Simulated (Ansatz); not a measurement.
# Converging the plane-wave cutoff: SrHI (P4mm, 6 atoms in the cell)

```
CELL_PARAMETERS angstrom
      4.30244     0.00000     0.00000
      0.00000     4.30244     0.00000
      0.00000     0.00000     9.12510
ATOMIC_POSITIONS crystal
  Sr 0.00000 0.50000 0.15016
  Sr 0.50000 0.00000 0.85532
  H  0.50000 0.50000 0.00000
  H  0.00000 0.00000 0.00000
  I  0.00000 0.50000 0.68477
  I  0.50000 0.00000 0.31523
```

Method of the run: PBEsol, default PAW files made with PBE (plane waves; Ansatz, a program for electronic structure).

Base settings: basis.ecutwfc = 30.9 Ry; kpoints.mp_grid.grid = 5 5 2; hamiltonian.xc = pbesol; hamiltonian.pseudopotentials = {kind: paw} (the program's default PAW files); scf.occupations.method = fixed.

The second cell is the first with its lattice scaled by 0.98.

The mesh stays at the base's, so the ladder's end is converged at best in this setting alone.

The first pressure column holds Ansatz's estimate of the finite-basis (Pulay) stress, which hides part of the cutoff error; the other is without it.

Only quantities that move along the ladder and can be compared are tabulated.

The count of work is k-points × plane waves × bands × iterations; it is no time. 

The starting cell comes from a database of computed structures (which also holds hypothetical and non-ambient phases and stackings), without a prior relaxation at this level. Its lattice was rescaled by up to half a per cent. One atom was moved a little off its site on purpose.

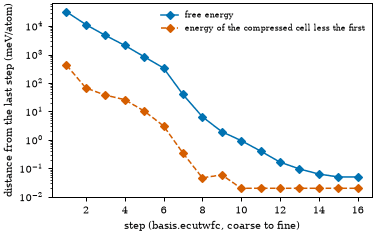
Figure. Distance from the last step along the ladder; very small values are drawn at a floor.

```tsv
basis.ecutwfc	free energy less the last step's (meV/atom)	energy of the compressed cell less the first (meV/atom)	pressure (GPa)	pressure without the Pulay estimate (GPa)	largest difference of a force vector from the last step's (eV/Å)	count of work / last
10.7 Ry	31773.98	-432.33	-5.63	-736.17	1.308	0.071
12.5 Ry	11308.26	-75.90	-2.23	-312.79	0.391	0.083
14 Ry	4729.61	-46.52	-1.65	-148.20	0.351	0.094
15.4 Ry	2099.46	-34.96	-1.46	-73.93	0.100	0.11
16.9 Ry	842.74	1.44	-1.71	-34.27	0.037	0.13
18.4 Ry	337.05	-5.84	-1.69	-16.30	0.002	0.14
21.7 Ry	39.54	-8.61	-1.63	-3.80	0.005	0.16
24.6 Ry	6.52	-9.00	-1.62	-1.95	0.002	0.19
27.9 Ry	1.95	-8.90	-1.63	-1.68	0.001	0.23
30.9 Ry	0.95	-8.94	-1.63	-1.66	0.000	0.26
33.8 Ry	0.41	-8.96	-1.63	-1.65	0.000	0.31
37.1 Ry	0.17	-8.96	-1.63	-1.64	0.000	0.35
41.5 Ry	0.10	-8.95	-1.63	-1.63	0.000	0.42
46.3 Ry	0.06	-8.95	-1.63	-1.63	0.000	0.49
54 Ry	0.04	-8.96	-1.63	-1.63	0.000	0.62
61.7 Ry	0.02	-8.96	-1.63	-1.63	0.000	0.76
74.2 Ry	0.00	-8.96	-1.63	-1.63	0.000	1.0
```

Coarsest basis.ecutwfc that holds the pressure within 0.2 GPa of the last step, with all finer ones: 14 Ry, at 0.094 of the last step's count of work; the step before is off by 0.60 GPa.

Coarsest basis.ecutwfc that holds the free energy within 5 meV/atom of the last step, with all finer ones: 27.9 Ry, at 0.23 of the last step's count of work; the step before is off by 6.5 meV/atom.

Coarsest basis.ecutwfc that holds the energy of the compressed cell less the first within 0.5 meV/atom of the last step, with all finer ones: 21.7 Ry, at 0.16 of the last step's count of work; the step before is off by 3.1 meV/atom.

The energy difference between the two cells stays within 1 meV/atom of the last step's from 21.7 Ry on, the total only from 30.9 Ry on: much of the error is common to both cells and cancels.

At the lowest cutoff the pressure without the Pulay estimate lies 735 GPa under the last step's, the usual sign of Pulay stress in an incomplete plane-wave basis.

Keys are those of Ansatz 0.2.
